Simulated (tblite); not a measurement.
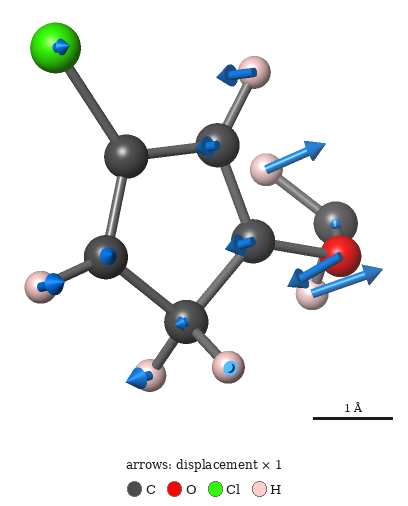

This is a relaxation of C6H6ClO (multiplicity 2). The starting structure is drawn; blue arrows show the displacements, at their true length. The two geometries are superimposed by the best rigid fit.

Style: ball-and-stick. Shown from a free direction.

Level of theory: GFN2-xTB geometry optimisation, gas phase in tblite. 

> Describe the change and its energy.

Over 79 geometry steps the energy falls by 1.318 eV. The atom that moves furthest after the best rigid fit is an H atom (0.96 Å). Largest moves by element: H 0.96 Å, O 0.87 Å, C 0.45 Å, Cl 0.23 Å. Some distances before and after: C–O 1.439 → 1.331 Å, C–O 1.388 → 1.327 Å, C–H 1.121 → 1.072 Å, C–Cl 1.759 → 1.714 Å. Bond angles that change, for instance: H–C–H 104.2° → 123.0°, O–C–H 105.7° → 122.2°, O–C–C 121.4° → 131.6°. Groups turn about C–O by about 65°.
